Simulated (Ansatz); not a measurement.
## Nudged elastic band of B2H2IClO

System: B2H2IClO, SMILES BOB(Cl)I.
Method: RHF/def2-SVP (Ansatz 0.2.0).

It belongs to a series of runs on one base structure; here: band between the two ends. Figures and captions count atoms from 1; the log counts them from 0 in places.

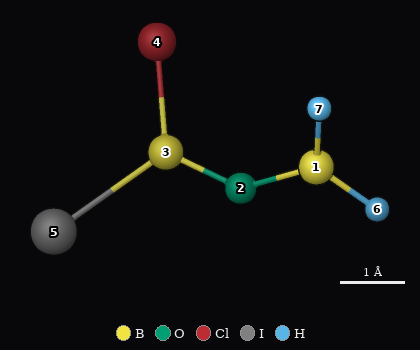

The starting structure (ball-and-stick view, seen at a tilt; atoms are numbered from 1 in the order of the input). Bond lengths as drawn: B–Cl 1.76 Å, B–H 1.19 to 1.20 Å, B–I 2.15 Å and B–O 1.33 to 1.36 Å.

Summary

- outcome: converged
- barrier, forward: 0.015 eV
- barrier, backward: 0.023 eV
- hardware: 1 thread of an Arm (aarch64) CPU, shared host
- wall time: 7 min
- peak memory: 0.28 GiB

The order of the saddle point was not checked.

Input file
```yaml
crystal:
  periodic: [false, false, false]
  atoms:
    - { symbol: B, position_ang: [0.201775, 0.020605, 1.363503] }
    - { symbol: O, position_ang: [-0.157927, 0.476103, 0.130879] }
    - { symbol: B, position_ang: [-0.217895, 0.022056, -1.115078] }
    - { symbol: Cl, position_ang: [-0.547048, -1.677557, -1.454459] }
    - { symbol: I, position_ang: [0.068249, 1.406463, -2.741548] }
    - { symbol: H, position_ang: [-0.205279, 0.617915, 2.314565] }
    - { symbol: H, position_ang: [0.919426, -0.933586, 1.456437] }
basis:
  gaussian: { orbitals: def2-SVP }
hamiltonian:
  xc: hf
neb:
  order_check: false
  images: 5
  f_tol: 0.03
  max_iterations: 60
  final_atoms:
    - { symbol: B, position_ang: [0.17607258, 0.1963258, 1.34228997] }
    - { symbol: O, position_ang: [0.21353771, -0.49908062, 0.17415099] }
    - { symbol: B, position_ang: [-0.09711675, -0.39723698, -1.10943565] }
    - { symbol: Cl, position_ang: [-0.623986, -1.82092385, -1.9966529] }
    - { symbol: I, position_ang: [0.07412135, 1.4997658, -2.13896749] }
    - { symbol: H, position_ang: [0.903634, -0.15899829, 2.22040207] }
    - { symbol: H, position_ang: [-0.5849619, 1.11214715, 1.462512] }
  initial_path:
    images:
      - { positions_ang: [[0.201775, 0.020605, 1.363503], [-0.157927, 0.476103, 0.130879], [-0.217895, 0.022056, -1.115078], [-0.547048, -1.677557, -1.454459], [0.068249, 1.406463, -2.741548], [-0.205279, 0.617915, 2.314565], [0.919426, -0.933586, 1.456437]] }
      - { positions_ang: [[0.2530455, 0.07442371, 1.30911343], [-0.24768154, 0.02754117, 0.2376825], [-0.27478578, -0.14084345, -1.06126729], [-0.76183311, -1.61763673, -1.72510855], [0.232221, 1.41403805, -2.34738189], [-0.23936407, 0.77523989, 2.09765629], [1.09969899, -0.60076364, 1.44360452]] }
      - { positions_ang: [[0.304316, 0.12824243, 1.25472386], [-0.33743608, -0.42102065, 0.34448599], [-0.33167656, -0.30374291, -1.00745659], [-0.97661821, -1.55771646, -1.99575809], [0.396193, 1.42161311, -1.95321579], [-0.27344914, 0.93256477, 1.88074757], [1.27997199, -0.26794128, 1.43077204]] }
      - { positions_ang: [[0.3555865, 0.18206114, 1.20033429], [-0.42719062, -0.86958248, 0.45128949], [-0.38856734, -0.46664236, -0.95364588], [-1.19140332, -1.4977962, -2.26640764], [0.560165, 1.42918816, -1.55904968], [-0.3075342, 1.08988966, 1.66383886], [1.46024498, 0.06488108, 1.41793956]] }
      - { positions_ang: [[0.29574853, 0.18681603, 1.24765285], [-0.21361451, -0.74608186, 0.35890999], [-0.29141714, -0.44350723, -1.0055758], [-1.00226421, -1.60550541, -2.17648939], [0.39815045, 1.45271404, -1.75235562], [0.09618853, 0.67359367, 1.84935993], [0.77850935, 0.41396977, 1.43279704]] }
      - { positions_ang: [[0.23591055, 0.19157092, 1.29497141], [-3.84e-05, -0.62258124, 0.26653049], [-0.19426695, -0.42037211, -1.05750573], [-0.81312511, -1.71321463, -2.08657114], [0.2361359, 1.47623992, -1.94566155], [0.49991126, 0.25729769, 2.034881], [0.09677373, 0.76305846, 1.44765452]] }
      - { positions_ang: [[0.17607258, 0.1963258, 1.34228997], [0.21353771, -0.49908062, 0.17415099], [-0.09711675, -0.39723698, -1.10943565], [-0.623986, -1.82092385, -1.9966529], [0.07412135, 1.4997658, -2.13896749], [0.903634, -0.15899829, 2.22040207], [-0.5849619, 1.11214715, 1.462512]] }
```

Launched with:
```bash
ansatz run input.yaml --threads 1 --pin off --max-ram 2048MiB --backend cpu --events-out ev --progress --plain --runs-dir out
```

Output
```
Engine: ansatz 0.2.0, aarch64-unknown-linux-gnu
Functional definition: HF
  exchange = exact_x
  correlation = 0
1123 factors; integrals over basis functions are off by at most 3.1e-4 eV
mean field evaluation 1: about -23983.1209 eV, gradient 3.1e1 eV
mean field evaluation 2: about -23983.2968 eV, gradient 3.2e1 eV
mean field evaluation 4: about -23985.7297 eV, gradient 2.8e0 eV
mean field evaluation 8: about -23985.7736 eV, gradient 2.2e-1 eV
mean field -23985.77382274 eV, -881.4609298441 hartree, gradient 6.3e-5 eV, S^2 0.000000; 0 other end points of the search recorded, 0 dependent functions left out
the calculation of the forces begins
reference -23985.77382274 eV, -881.4609298441 hartree; 31, 31 occupied and 65, 65 virtual orbitals, 1123 factors
1123 factors; integrals over basis functions are off by at most 4.0e-4 eV
mean field evaluation 16: about -23985.7388 eV, gradient 2.8e0 eV
mean field -23985.78266562 eV, -881.4612548140 hartree, gradient 6.5e-5 eV, S^2 0.000000; 0 other end points of the search recorded, 0 dependent functions left out
[... from here on the field's lines of each further geometry are left out, up to the last ...]
NEB iter   1: max|band force component| = 8.686e1 eV/Å  barrier→ = 25.8364 eV  barrier← = 25.8452 eV  Δτ_max = 0.2000 Å  (261 SCF iters)
NEB iter   2: max|band force component| = 4.238e1 eV/Å  barrier→ = 13.4655 eV  barrier← = 13.4743 eV  Δτ_max = 0.1963 Å  (193 SCF iters)
NEB iter   3: max|band force component| = 1.825e1 eV/Å  barrier→ = 6.5970 eV  barrier← = 6.6058 eV  Δτ_max = 0.1928 Å  (199 SCF iters)
NEB iter   4: max|band force component| = 8.151e0 eV/Å  barrier→ = 2.9029 eV  barrier← = 2.9118 eV  Δτ_max = 0.1960 Å  (197 SCF iters)
NEB iter   5: max|band force component| = 2.940e0 eV/Å  barrier→ = 1.0303 eV  barrier← = 1.0392 eV  Δτ_max = 0.1964 Å  (196 SCF iters)
NEB iter   6: max|band force component| = 1.400e0 eV/Å  barrier→ = 0.2887 eV  barrier← = 0.2975 eV  Δτ_max = 0.1255 Å  (190 SCF iters)
NEB iter   7: max|band force component| = 1.433e0 eV/Å  barrier→ = 0.1028 eV  barrier← = 0.1116 eV  Δτ_max = 0.0626 Å  (189 SCF iters)
NEB iter   8: max|band force component| = 9.343e-1 eV/Å  barrier→ = 0.0511 eV  barrier← = 0.0599 eV  Δτ_max = 0.0627 Å  (193 SCF iters)
NEB iter   9: max|band force component| = 4.647e-1 eV/Å  barrier→ = 0.0228 eV  barrier← = 0.0317 eV  CI = image 4  Δτ_max = 0.1249 Å  (190 SCF iters)
NEB iter  10: max|band force component| = 2.993e-1 eV/Å  barrier→ = 0.0186 eV  barrier← = 0.0274 eV  CI = image 4  Δτ_max = 0.0546 Å  (191 SCF iters)
NEB iter  11: max|band force component| = 1.821e-1 eV/Å  barrier→ = 0.0118 eV  barrier← = 0.0206 eV  CI = image 4  Δτ_max = 0.1249 Å  (193 SCF iters)
NEB iter  12: max|band force component| = 3.138e-1 eV/Å  barrier→ = 0.0184 eV  barrier← = 0.0272 eV  CI = image 4  Δτ_max = 0.0627 Å  (190 SCF iters)
NEB iter  13: max|band force component| = 7.685e-1 eV/Å  barrier→ = 0.0465 eV  barrier← = 0.0554 eV  CI = image 2  Δτ_max = 0.0313 Å  (190 SCF iters)
NEB iter  14: max|band force component| = 5.333e-1 eV/Å  barrier→ = 0.0250 eV  barrier← = 0.0338 eV  CI = image 2  Δτ_max = 0.0627 Å  (194 SCF iters)
NEB iter  15: max|band force component| = 2.801e-1 eV/Å  barrier→ = 0.0133 eV  barrier← = 0.0222 eV  CI = image 5  Δτ_max = 0.0632 Å  (191 SCF iters)
NEB iter  16: max|band force component| = 1.958e-1 eV/Å  barrier→ = 0.0117 eV  barrier← = 0.0205 eV  CI = image 4  Δτ_max = 0.0631 Å  (192 SCF iters)
NEB iter  17: max|band force component| = 4.548e-1 eV/Å  barrier→ = 0.0183 eV  barrier← = 0.0271 eV  CI = image 5  Δτ_max = 0.0313 Å  (193 SCF iters)
NEB iter  18: max|band force component| = 1.629e-1 eV/Å  barrier→ = 0.0100 eV  barrier← = 0.0189 eV  CI = image 5  Δτ_max = 0.0272 Å  (194 SCF iters)
NEB iter  19: max|band force component| = 5.439e-2 eV/Å  barrier→ = 0.0100 eV  barrier← = 0.0189 eV  CI = image 5  Δτ_max = 0.0373 Å  (194 SCF iters)
NEB iter  20: max|band force component| = 5.244e-2 eV/Å  barrier→ = 0.0112 eV  barrier← = 0.0201 eV  CI = image 5  Δτ_max = 0.0440 Å  (197 SCF iters)
NEB iter  21: max|band force component| = 8.004e-2 eV/Å  barrier→ = 0.0125 eV  barrier← = 0.0213 eV  CI = image 5  Δτ_max = 0.0221 Å  (196 SCF iters)
NEB iter  22: max|band force component| = 3.232e-1 eV/Å  barrier→ = 0.0130 eV  barrier← = 0.0218 eV  CI = image 5  Δτ_max = 0.0110 Å  (197 SCF iters)
NEB iter  23: max|band force component| = 1.579e-1 eV/Å  barrier→ = 0.0132 eV  barrier← = 0.0220 eV  CI = image 5  Δτ_max = 0.0220 Å  (193 SCF iters)
NEB iter  24: max|band force component| = 9.516e-2 eV/Å  barrier→ = 0.0135 eV  barrier← = 0.0224 eV  CI = image 5  Δτ_max = 0.0220 Å  (197 SCF iters)
NEB iter  25: max|band force component| = 6.599e-2 eV/Å  barrier→ = 0.0137 eV  barrier← = 0.0226 eV  CI = image 5  Δτ_max = 0.0220 Å  (195 SCF iters)
NEB iter  26: max|band force component| = 7.710e-2 eV/Å  barrier→ = 0.0139 eV  barrier← = 0.0227 eV  CI = image 5  Δτ_max = 0.0110 Å  (194 SCF iters)
NEB iter  27: max|band force component| = 7.613e-2 eV/Å  barrier→ = 0.0140 eV  barrier← = 0.0228 eV  CI = image 5  Δτ_max = 0.0110 Å  (195 SCF iters)
NEB iter  28: max|band force component| = 6.614e-2 eV/Å  barrier→ = 0.0141 eV  barrier← = 0.0230 eV  CI = image 5  Δτ_max = 0.0110 Å  (194 SCF iters)
NEB iter  29: max|band force component| = 5.204e-2 eV/Å  barrier→ = 0.0142 eV  barrier← = 0.0231 eV  CI = image 5  Δτ_max = 0.0110 Å  (195 SCF iters)
NEB iter  30: max|band force component| = 4.548e-2 eV/Å  barrier→ = 0.0143 eV  barrier← = 0.0232 eV  CI = image 5  Δτ_max = 0.0110 Å  (193 SCF iters)
NEB iter  31: max|band force component| = 8.217e-2 eV/Å  barrier→ = 0.0144 eV  barrier← = 0.0232 eV  CI = image 5  Δτ_max = 0.0055 Å  (194 SCF iters)
NEB iter  32: max|band force component| = 4.570e-2 eV/Å  barrier→ = 0.0144 eV  barrier← = 0.0233 eV  CI = image 5  Δτ_max = 0.0055 Å  (194 SCF iters)
NEB iter  33: max|band force component| = 6.287e-2 eV/Å  barrier→ = 0.0144 eV  barrier← = 0.0233 eV  CI = image 5  Δτ_max = 0.0027 Å  (195 SCF iters)
NEB iter  34: max|band force component| = 4.548e-2 eV/Å  barrier→ = 0.0145 eV  barrier← = 0.0233 eV  CI = image 5  Δτ_max = 0.0027 Å  (193 SCF iters)
the calculation of the forces begins
reference -23985.77642287 eV, -881.4610253973 hartree; 31, 31 occupied and 65, 65 virtual orbitals, 1123 factors
1123 factors; integrals over basis functions are off by at most 5.1e-4 eV
mean field -23985.75935102 eV, -881.4603980185 hartree, gradient 1.8e-5 eV, S^2 0.000000; 1 other end points of the search recorded, 0 dependent functions left out
the calculation of the forces begins
reference -23985.75935102 eV, -881.4603980185 hartree; 31, 31 occupied and 65, 65 virtual orbitals, 1123 factors
NEB iter  35: max|band force component| = 2.992e-2 eV/Å  barrier→ = 0.0145 eV  barrier← = 0.0233 eV  CI = image 5  Δτ_max = 0.0000 Å  (497 SCF iters)
```

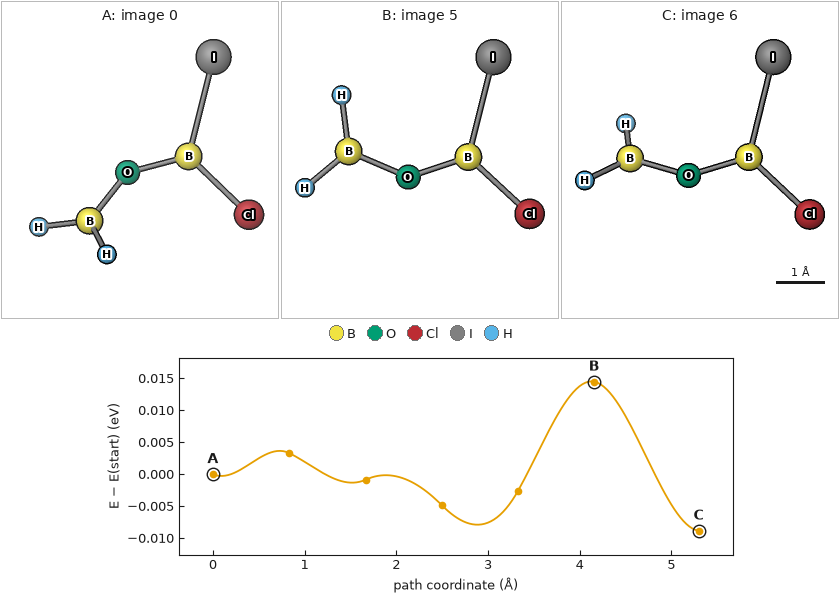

Images of the last band (counted from 0; ball-and-stick, seen on its broad side) above the energy along the path; the line is a cubic interpolation that uses the forces. The highest image is number 5, 0.014 eV above the start and 0.023 eV above the end (the climbing image); the end lies 0.009 eV below the start. The path is 5.30 Å long. The band converged in 35 iterations.

```
Total energy: -23985.75935102 eV, -881.4603980185 hartree
Atom 0 at     0.243060     0.198651     1.323510 Å, force    -0.001461    -0.000981    -0.002038 eV/Å
Atom 1 at    -0.045764    -0.569247     0.232109 Å, force     0.001930    -0.004342     0.004958 eV/Å
Atom 2 at    -0.219090    -0.410145    -1.077873 Å, force    -0.000720     0.004194    -0.003757 eV/Å
Atom 3 at    -0.624893    -1.815027    -2.053166 Å, force    -0.001133    -0.000434    -0.000034 eV/Å
Atom 4 at    -0.018788     1.512941    -2.054912 Å, force     0.001478    -0.000742     0.000161 eV/Å
Atom 5 at     0.326115    -0.362875     2.374897 Å, force     0.001632     0.000308     0.000495 eV/Å
Atom 6 at     0.400660     1.377701     1.209734 Å, force    -0.001727     0.001998     0.000215 eV/Å
Dipole moment:     0.047936     0.059787     0.260766 e Å
this run last wrote the band of iteration 35 to [file]
```

The last band as extended XYZ (Å, eV, eV/Å)
```
7
Properties=species:S:1:pos:R:3:forces:R:3 image=0 energy=-23985.77382
B     0.2018    0.0206    1.3635    0.0000   0.0025  -0.0100
O    -0.1579    0.4761    0.1309    0.0005  -0.0128  -0.0056
B    -0.2179    0.0221   -1.1151    0.0015  -0.0002   0.0077
Cl   -0.5470   -1.6776   -1.4545   -0.0002   0.0045  -0.0013
I     0.0682    1.4065   -2.7415   -0.0002  -0.0013   0.0078
H    -0.2053    0.6179    2.3146    0.0034  -0.0003   0.0002
H     0.9194   -0.9336    1.4564   -0.0051   0.0076   0.0013
7
Properties=species:S:1:pos:R:3:forces:R:3 image=1 energy=-23985.77052
B     0.2554    0.0590    1.3953    0.0025  -0.0003   0.0040
O    -0.2050    0.2018    0.1334   -0.0001  -0.0019  -0.0006
B    -0.2888   -0.0847   -1.1484   -0.0033  -0.0096  -0.0035
Cl   -0.8955   -1.6522   -1.6835   -0.0008   0.0075  -0.0002
I     0.2940    1.3985   -2.6057    0.0009   0.0011   0.0013
H    -0.3820    0.5381    2.2855   -0.0008  -0.0005  -0.0033
H     1.2831   -0.5285    1.5778    0.0015   0.0037   0.0024
7
Properties=species:S:1:pos:R:3:forces:R:3 image=2 energy=-23985.77469
B     0.3251    0.0764    1.3916   -0.0017  -0.0151  -0.0031
O     0.0611   -0.2310    0.1045    0.0177   0.0301   0.0020
B    -0.2847   -0.2148   -1.1594   -0.0091  -0.0108   0.0000
Cl   -1.2035   -1.5507   -1.8496   -0.0023  -0.0073  -0.0101
I     0.2924    1.4540   -2.4124   -0.0030  -0.0024   0.0081
H    -0.4803    0.7086    2.0112    0.0018   0.0089  -0.0004
H     1.3512   -0.3106    1.8683   -0.0034  -0.0034   0.0035
7
Properties=species:S:1:pos:R:3:forces:R:3 image=3 energy=-23985.77867
B     0.2277    0.1486    1.3684   -0.0046  -0.0032   0.0030
O    -0.3721   -0.1459    0.1895   -0.0054   0.0180   0.0085
B    -0.3236   -0.2529   -1.1229    0.0055   0.0022   0.0008
Cl   -1.1072   -1.6056   -1.9299   -0.0045  -0.0106  -0.0051
I     0.6886    1.2581   -2.2978    0.0053  -0.0028   0.0023
H    -0.4515    0.5889    2.2475   -0.0016  -0.0080   0.0020
H     1.3994   -0.0593    1.4995    0.0054   0.0043  -0.0115
7
Properties=species:S:1:pos:R:3:forces:R:3 image=4 energy=-23985.77642
B     0.2451    0.1853    1.3257    0.0020  -0.0005  -0.0091
O    -0.3651   -0.3944    0.2535   -0.0008   0.0026   0.0083
B    -0.3240   -0.3519   -1.0733    0.0000   0.0032  -0.0054
Cl   -0.9072   -1.7298   -1.9956    0.0072  -0.0046  -0.0001
I     0.4174    1.3882   -2.1273   -0.0101   0.0048   0.0009
H    -0.2566    0.0214    2.3971   -0.0113   0.0085   0.0040
H     1.2518    0.8131    1.1742    0.0129  -0.0139   0.0013
7
Properties=species:S:1:pos:R:3:forces:R:3 image=5 energy=-23985.75935
B     0.2431    0.1987    1.3235   -0.0015  -0.0010  -0.0020
O    -0.0458   -0.5692    0.2321    0.0019  -0.0043   0.0050
B    -0.2191   -0.4101   -1.0779   -0.0007   0.0042  -0.0038
Cl   -0.6249   -1.8150   -2.0532   -0.0011  -0.0004   0.0000
I    -0.0188    1.5129   -2.0549    0.0015  -0.0007   0.0002
H     0.3261   -0.3629    2.3749    0.0016   0.0003   0.0005
H     0.4007    1.3777    1.2097   -0.0017   0.0020   0.0002
7
Properties=species:S:1:pos:R:3:forces:R:3 image=6 energy=-23985.78267
B     0.1761    0.1963    1.3423    0.0047  -0.0065  -0.0026
O     0.2135   -0.4991    0.1742   -0.0030  -0.0011  -0.0083
B    -0.0971   -0.3972   -1.1094    0.0021   0.0014  -0.0081
Cl   -0.6240   -1.8209   -1.9967   -0.0001   0.0042   0.0076
I     0.0741    1.4998   -2.1390   -0.0002  -0.0031   0.0023
H     0.9036   -0.1590    2.2204   -0.0006   0.0037   0.0066
H    -0.5850    1.1121    1.4625   -0.0029   0.0015   0.0024
```
